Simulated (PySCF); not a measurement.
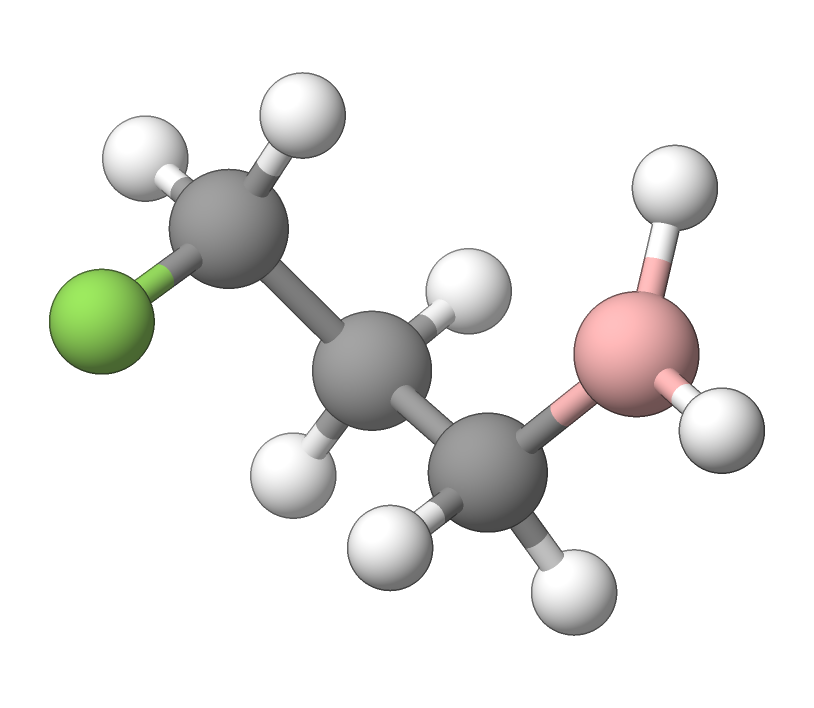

The picture shows a molecular structure as a ball-and-stick model. Every bond is drawn as one stick, whatever its order. Colours: boron pink, carbon grey, fluorine green, hydrogen white.

Computed geometry: PBE0-D3(BJ)/def2-SVP optimisation. No frequency run is at hand to confirm it as a minimum.

Description:

The molecule is C₃H₈BF. Its SMILES string is `BCCCF`. It has no ring. Among its groups: C–F bond, B–H bond. The point group is C1. Coordination: 1 B trigonal planar; 3 C tetrahedral.

More results for the same structure follow; atom numbers are the same in all pictures, views and colours differ.

### NMR shielding

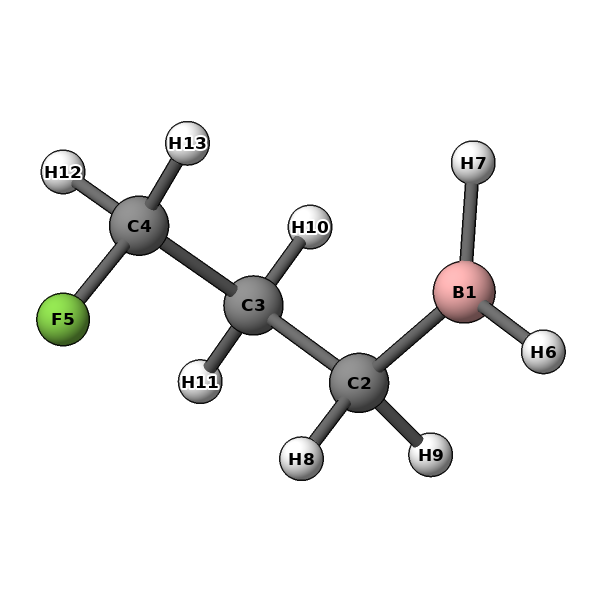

The questions are on isotropic NMR shieldings of the C atoms. No frequency run is at hand to confirm it as a minimum. Method: GIAO PBE0/def2-TZVP NMR shielding, non-relativistic, gas phase (PySCF 2.14.0).

List the isotropic NMR shieldings of the C atoms.

```
atom  σ (ppm)
  C2    155.5
  C3    155.6
  C4    101.6
```

### Charges

The questions are on IAO charges. No frequency run is at hand to confirm it as a minimum. Level of theory: PBE0/aug-cc-pVDZ, gas phase (PySCF 2.14.0).

List the IAO charges.

| atom | value (e) |
| --- | --- |
| B1 | 0.07 |
| C2 | −0.42 |
| C3 | −0.26 |
| C4 | 0.05 |
| F5 | −0.34 |
| H6 | 0.01 |
| H7 | 0.00 |
| H8 | 0.17 |
| H9 | 0.17 |
| H10 | 0.14 |
| H11 | 0.14 |
| H12 | 0.14 |
| H13 | 0.13 |

### Electronic properties

No frequency run is at hand to confirm it as a minimum. Method: PBE0/pcSseg-0, gas phase (PySCF 2.14.0).

> What is the HOMO energy (Kohn–Sham orbital)?

−8.90 eV.

> What is the LUMO energy (Kohn–Sham orbital)?

−1.37 eV.

> Estimate the dipole moment.

1.80 D.

### Quadrupole coupling

No frequency run is at hand to confirm it as a minimum. Electric field gradients from the ground-state density, PBE0/6-31G* (PySCF 2.14.0), non-relativistic apart from any core potentials.

Give the largest field-gradient component, the quadrupole coupling constant and the asymmetry for 11B at B1 (Q = 40.59 mb), 2H at H6 (Q = 2.86 mb), 2H at H7 (Q = 2.86 mb), 2H at H8 (Q = 2.86 mb), 2H at H9 (Q = 2.86 mb).

```json
{"atom": "B1", "V_zz (a.u.)": "0.565", "e²qQ/h (MHz)": "5.39", "η": "0.05"}
{"atom": "H6", "V_zz (a.u.)": "0.193", "e²qQ/h (MHz)": "0.130", "η": "0.13"}
{"atom": "H7", "V_zz (a.u.)": "0.192", "e²qQ/h (MHz)": "0.129", "η": "0.13"}
{"atom": "H8", "V_zz (a.u.)": "0.276", "e²qQ/h (MHz)": "0.186", "η": "0.04"}
{"atom": "H9", "V_zz (a.u.)": "0.273", "e²qQ/h (MHz)": "0.183", "η": "0.03"}
```
